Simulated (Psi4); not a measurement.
# KNH2 (SMILES [NH2][K]) at CCSD(T)/def2-TZVP

Aim: the vertical ionisation energy of KNH2 at CCSD(T)/def2-TZVP, from 2 runs. 

Program for the calculation: Psi4 1.11.

2 further runs of the same task are left out: 2 set aside as unsound or not needed.

## Step 1: Starting point

KNH2 has 4 atoms, charge 0, and is taken as a singlet. SMILES: `[NH2][K]`. The shape is that of a PBE0-D4/def2-TZVP optimisation.

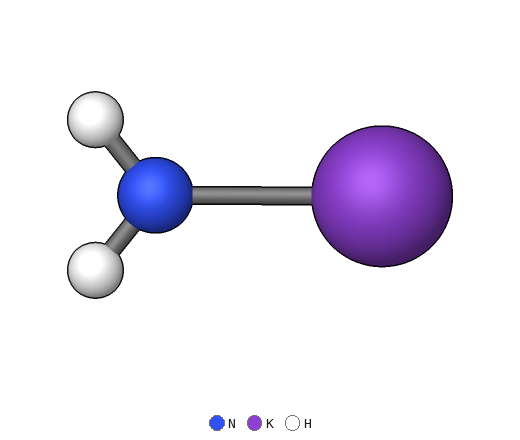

The structure, seen from a chosen angle (nitrogen blue, potassium purple, hydrogen white).

## Step 2: The energy at CCSD(T)/def2-TZVP

Contents of job.inp:

```
memory 1600 MB

molecule geom {
  N     -0.41366105     0.06708528    -0.28931707
  K      3.33026435    -0.74530798     2.09211579
  H     -2.17072840    -0.67595503    -0.04478651
  H     -0.64118407     1.24041623    -1.79637365
  units au
  symmetry c1
}

set reference rhf
set puream true
set e_convergence 1e-09
set d_convergence 1e-08
set scf_type pk
set num_frozen_docc 6

energy('ccsd(t)/def2-TZVP')
print_variables()
```

The run is started by

```sh
psi4 -i job.inp -o job.out -n 1
```

job.out (excerpt; [...] marks lines left out):

```text
[...]
  Running in c1 symmetry.
[...]
  Nuclear repulsion =   43.533290813880335
[...]
  Multiplicity = 1
[...]
  Nalpha       = 14
  Nbeta        = 14
[...]
    Number of basis functions: 76
[...]
   @RHF iter   1:  -654.55482058863663   -6.05853e-01   8.73258e-03 ADIIS/DIIS
[...]
   @RHF iter  11:  -654.76194893000741   -1.25056e-12   3.18201e-09 DIIS
[...]
    Orbital Energies [Eh]
    ---------------------
    Doubly Occupied:
       1A   -133.491445     2A    -15.385070     3A    -14.448014
       4A    -11.477832     5A    -11.477727     6A    -11.477401
       7A     -1.708858     8A     -0.958811     9A     -0.920243
      10A     -0.919064    11A     -0.898440    12A     -0.474755
      13A     -0.342076    14A     -0.239400
[...]
  @RHF Final Energy:  -654.76194893000741
   => Energetics <=
    Nuclear Repulsion Energy =             43.5332908138803347
    One-Electron Energy =                -988.1522065475649015
    Two-Electron Energy =                 289.8569668036771532
    Total Energy =                       -654.7619489300075202
[...]
 Multipole Moments:
 ------------------------------------------------------------------------------------
     Multipole            Electronic (a.u.)      Nuclear  (a.u.)        Total (a.u.)
 ------------------------------------------------------------------------------------
 L = 1.  Multiply by 2.5417464519 to convert [e a0] to [Debye]
 Dipole X            :          6.6862347           -4.1199323            2.5663025
 Dipole Y            :         -1.4507826            0.8938149           -0.5569676
 Dipole Z            :          4.2530655           -2.6206855            1.6323800
 Magnitude           :                                                    3.0920521
[...]
      * MP2 total energy                      = -655.156364801276595
[...]
      * CCSD total energy                     = -655.174488719045485
[...]
      * CCSD(T) total energy                  = -655.185446664640267
[...]
```

Run time: 13 s. Hardware: 1 thread of Intel Xeon Platinum 8488C (Sapphire Rapids), shared host; peak memory 0.45 GiB.

## Step 3: The doublet cation at the same level

Contents of job.py:

```python
import psi4

psi4.set_memory('1600 MB')
psi4.set_num_threads(1)
psi4.core.set_output_file('output.dat', False)

m = psi4.geometry("""
1 2
N
K 1 2.387063
H 1 1.017781 2 128.42798
H 1 1.01785 3 103.13335 2 179.98887
units angstrom
symmetry c1
no_reorient
no_com
""")

psi4.set_options({
    'basis': 'def2-TZVP',
    'reference': 'uhf',
    'puream': True,
    'e_convergence': 1e-09,
    'd_convergence': 1e-08,
    'scf_type': 'pk',
    'num_frozen_docc': 6,
    'maxiter': 200,
})

energy_value, wavefunction = psi4.energy('ccsd(t)', return_wfn=True)
print(f'total energy {energy_value:.8f} hartree = {energy_value * 27.211386:.5f} eV')
```

The run is started by

```sh
python job.py
```

output.dat (excerpt; [...] marks lines left out):

```text
[...]
  Running in c1 symmetry.
[...]
  Nuclear repulsion =   43.533298357389974
[...]
  Multiplicity = 2
[...]
  Nalpha       = 14
  Nbeta        = 13
[...]
    Number of basis functions: 76
[...]
   @UHF iter   1:  -654.57234352580485   -6.01998e-01   3.51204e-03 DIIS/ADIIS
[...]
   @UHF iter  12:  -654.60870613836880   -1.04592e-11   7.39129e-09 DIIS
[...]
   @S^2 Observed:                7.585004513E-01
[...]
    Orbital Energies [Eh]
    ---------------------
    Alpha Occupied:
       1A   -133.692785     2A    -15.782105     3A    -14.650457
       4A    -11.680279     5A    -11.680240     6A    -11.679976
       7A     -1.912727     8A     -1.365379     9A     -1.121487
      10A     -1.121246    11A     -1.121169    12A     -0.842629
      13A     -0.719768    14A     -0.714708
    Alpha Virtual:
      15A     -0.122650    16A     -0.064406    17A     -0.062432
      18A     -0.058257    19A     -0.029765    20A     -0.007195
      21A     -0.005897    22A      0.004564    23A      0.007819
      24A      0.010710    25A      0.066640    26A      0.095261
[...]
  @UHF Final Energy:  -654.60870613836880
   => Energetics <=
    Nuclear Repulsion Energy =             43.5332983573899739
    One-Electron Energy =                -981.0461182628806682
    Two-Electron Energy =                 282.9041137671218848
    Total Energy =                       -654.6087061383688024
  UHF NO Occupations:
  HONO-2 :   12  A 1.9991344
  HONO-1 :   13  A 1.9970985
[...]
 Multipole Moments:
 ------------------------------------------------------------------------------------
     Multipole            Electronic (a.u.)      Nuclear  (a.u.)        Total (a.u.)
 ------------------------------------------------------------------------------------
 L = 1.  Multiply by 2.5417464519 to convert [e a0] to [Debye]
 Dipole X            :          0.0000663           -0.0001771           -0.0001108
 Dipole Y            :         -0.0000044            0.0000589            0.0000545
 Dipole Z            :          5.1397165           -4.9639431            0.1757735
 Magnitude           :                                                    0.1757735
[...]
      * MP2 total energy                      = -654.940946673253620
[...]
      * CCSD total energy                     = -654.969608895470628
[...]
      * CCSD(T) total energy                     = -654.976698590242563
```

On the terminal:

```text
Memory set to   1.490 GiB by Python driver.
  Threads set to 1 by Python driver.
total energy -654.97669859 hartree = -17822.82377 eV
```

It took 29 s on 1 thread of Intel Xeon Platinum 8488C (Sapphire Rapids), shared host; peak memory 0.46 GiB.

## Step 4: Results

At CCSD(T)/def2-TZVP, 6 core orbitals frozen:

| quantity | value |
| --- | --- |
| singlet KNH2: total energy | -655.18545 Eh |
| singlet KNH2: HOMO energy (Hartree–Fock orbitals) | -6.51 eV |
| singlet KNH2: LUMO energy (Hartree–Fock orbitals) | 0.10 eV |
| singlet KNH2: HOMO–LUMO gap (Hartree–Fock orbitals) | 6.61 eV |
| singlet KNH2: correlation energy (6 core orbitals frozen) | -423.5 mEh |
| singlet KNH2: (T) correction | -10.96 mEh |
| singlet KNH2: T1 diagnostic | 0.011 |
| doublet cation: total energy | -654.97670 Eh |
| doublet cation: HOMO energy (Hartree–Fock orbitals) (highest over α and β) | -18.45 eV |
| doublet cation: LUMO energy (Hartree–Fock orbitals) (lowest over α and β) | -3.34 eV |
| doublet cation: correlation energy (6 core orbitals frozen) | -368.0 mEh |
| doublet cation: (T) correction | -7.09 mEh |
| doublet cation: ⟨S²⟩ of the reference determinant | 0.758 |
| doublet cation: T1 diagnostic | 0.009 |
| vertical ionisation energy (to the doublet cation) | 5.680 eV |

What this shows: The vertical ionisation energy comes to 5.68 eV (548 kJ/mol). The triples (singlet KNH2) make up 2.6 % of the correlation energy. The triples (doublet cation) make up 1.9 % of the correlation energy.
